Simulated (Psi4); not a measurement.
**DSD-PBEP86/aug-cc-pVTZ (density fitting for correlation) run of Cl2 (chlorine)**

What is the energy change on altering one bond length of Cl2 (chlorine) at DSD-PBEP86/aug-cc-pVTZ (density fitting for correlation)? 

The calculation is run with Psi4 1.11.

3 further runs of the same task are left out: 3 that didn't finish.

## Step 1: The molecule

Cl2 has 2 atoms, charge 0, and is taken as a singlet. As SMILES, `ClCl`. Geometry: relaxed at PBE0-D4/def2-TZVP.

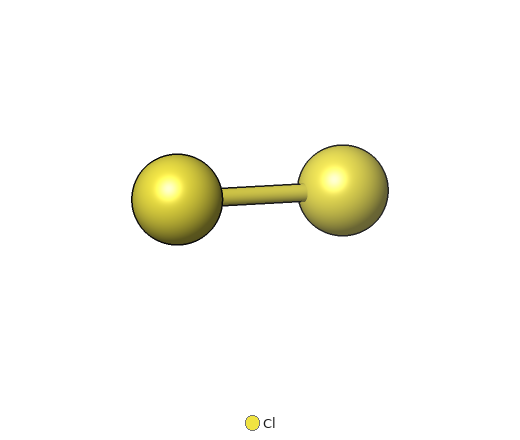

Viewed from a chosen angle; chlorine yellow.

## Step 2: A single-point energy at DSD-PBEP86/aug-cc-pVTZ (density fitting for correlation)

The input, cl2_ase.py:

```python
import numpy as np
from ase.calculators.psi4 import Psi4
from ase import Atoms

a = Atoms(['Cl', 'Cl'], positions=[
    [0.845690, -0.281600, 0.433600],
    [-0.845690, 0.281600, -0.433600],
])
calc = Psi4(atoms=a, method='dsd-pbep86', basis='aug-cc-pVTZ', memory='2200MB', num_threads=1, charge=0, multiplicity=1, label='calc', reference='rks')
calc.psi4.set_options({'puream': True, 'e_convergence': 1e-09, 'd_convergence': 1e-08, 'scf_type': 'pk', 'dft_radial_points': 99, 'dft_spherical_points': 590, 'num_frozen_docc': 10})
a.calc = calc

print(f'energy: {a.get_potential_energy():.6f} eV')
```

Launch:

```bash
$ python cl2_ase.py
```

calc.dat (excerpt; [...] marks lines left out):

```text
[...]
  Running in c1 symmetry.
[...]
  Nuclear repulsion =   77.144132576525465
[...]
  Multiplicity = 1
[...]
  Nalpha       = 17
  Nbeta        = 17
[...]
    Number of basis functions: 100
[...]
   @RKS iter   1:  -919.56572730250514   -1.12491e-01   1.67928e-03 ADIIS/DIIS
[...]
   @RKS iter   8:  -919.57694421942608   -1.58025e-11   4.97251e-09 DIIS
[...]
    Orbital Energies [Eh]
    ---------------------
    Doubly Occupied:
       1A   -103.752406     2A   -103.752406     3A    -10.242932
       4A    -10.242802     5A     -7.810173     6A     -7.809949
       7A     -7.802973     8A     -7.802973     9A     -7.802965
      10A     -7.802965    11A     -1.130674    12A     -0.935434
      13A     -0.562167    14A     -0.522359    15A     -0.522359
      16A     -0.401384    17A     -0.401384
[...]
  @RKS Final Energy:  -919.57694421942608
   => Energetics <=
    Nuclear Repulsion Energy =             77.1441325765254646
    One-Electron Energy =               -1423.5090612413766848
    Two-Electron Energy =                 442.7855610421574397
    DFT Exchange-Correlation Energy =     -15.9975765967322801
    Empirical Dispersion Energy =           0.0000000000000000
    VV10 Nonlocal Energy =                  0.0000000000000000
    Total Energy =                       -919.5769442194260819
[...]
 Multipole Moments:
 ------------------------------------------------------------------------------------
     Multipole            Electronic (a.u.)      Nuclear  (a.u.)        Total (a.u.)
 ------------------------------------------------------------------------------------
 L = 1.  Multiply by 2.5417464519 to convert [e a0] to [Debye]
 Dipole X            :          0.0000000            0.0000000            0.0000000
 Dipole Y            :         -0.0000000            0.0000000           -0.0000000
 Dipole Z            :          0.0000000            0.0000000            0.0000000
 Magnitude           :                                                    0.0000000
[...]
```

On the terminal:

```text
energy: -25028.534469 eV
```

Run time: 26 s. Hardware: 1 thread of Intel Xeon at 2.50GHz (Skylake/Cascade Lake), shared host; peak memory 0.92 GiB.

## Step 3: The distorted shape, same level

The input, input.dat:

```
memory 2200 MB

molecule system {
  0 1
  Cl     1.099410    -0.366084     0.563687
  Cl    -0.845690     0.281600    -0.433600
  symmetry c1
  no_reorient
  no_com
}

set {
  puream               true
  e_convergence        1e-09
  d_convergence        1e-08
  scf_type             pk
  dft_radial_points    99
  dft_spherical_points 590
  num_frozen_docc      10
}

e = energy("dsd-pbep86/aug-cc-pVTZ")
print_variables()
```

Launch:

```bash
$ psi4 -n 1 input.dat output.dat
```

output.dat (excerpt; [...] marks lines left out):

```text
[...]
  Running in c1 symmetry.
[...]
  Nuclear repulsion =   67.081404515991665
[...]
  Multiplicity = 1
[...]
  Nalpha       = 17
  Nbeta        = 17
[...]
    Number of basis functions: 100
[...]
   @RKS iter   1:  -919.54405564483034   -3.85252e-01   1.49531e-03 ADIIS/DIIS
[...]
   @RKS iter   8:  -919.55238912806874   -2.89901e-11   6.18553e-09 DIIS
[...]
    Orbital Energies [Eh]
    ---------------------
    Doubly Occupied:
       1A   -103.763809     2A   -103.763809     3A    -10.251412
       4A    -10.251355     5A     -7.818713     6A     -7.818675
       7A     -7.811322     8A     -7.811322     9A     -7.811320
      10A     -7.811320    11A     -1.068012    12A     -0.963758
      13A     -0.517641    14A     -0.493297    15A     -0.493297
      16A     -0.425562    17A     -0.425562
[...]
  @RKS Final Energy:  -919.55238912806874
   => Energetics <=
    Nuclear Repulsion Energy =             67.0814045159916645
    One-Electron Energy =               -1403.3492493340520468
    Two-Electron Energy =                 432.6858979637859193
    DFT Exchange-Correlation Energy =     -15.9704422737941716
    Empirical Dispersion Energy =           0.0000000000000000
    VV10 Nonlocal Energy =                  0.0000000000000000
    Total Energy =                       -919.5523891280687394
[...]
 Multipole Moments:
 ------------------------------------------------------------------------------------
     Multipole            Electronic (a.u.)      Nuclear  (a.u.)        Total (a.u.)
 ------------------------------------------------------------------------------------
 L = 1.  Multiply by 2.5417464519 to convert [e a0] to [Debye]
 Dipole X            :         -8.1508423            8.1508423           -0.0000000
 Dipole Y            :          2.7140776           -2.7140776            0.0000000
 Dipole Z            :         -4.1790896            4.1790896           -0.0000000
 Magnitude           :                                                    0.0000000
[...]
```

Wall time 28 s (1 thread of Intel Xeon at 2.50GHz (Skylake/Cascade Lake), shared host); peak memory 0.89 GiB.

## Step 4: Results

Level: DSD-PBEP86/aug-cc-pVTZ (density fitting for correlation), 10 core orbitals frozen.

```
                                                           quantity          value
                                          first shape: total energy  -919.78168 Eh
                     first shape: HOMO energy (SCF part's orbitals)      -10.92 eV
                     first shape: LUMO energy (SCF part's orbitals)       -0.69 eV
                   first shape: HOMO–LUMO gap (SCF part's orbitals)       10.23 eV
                                      distorted shape: total energy  -919.76175 Eh
                 distorted shape: HOMO energy (SCF part's orbitals)      -11.58 eV
                 distorted shape: LUMO energy (SCF part's orbitals)       -2.91 eV
               distorted shape: HOMO–LUMO gap (SCF part's orbitals)        8.67 eV
energy change with the Cl1–Cl2 bond stretched from 1.982 to 2.280 Å       0.543 eV
```

With the Cl1–Cl2 bond stretched from 1.982 to 2.280 Å the energy rises by 0.54 eV (52.3 kJ/mol). The first shape isn't relaxed at this level, so the change isn't measured from a minimum.
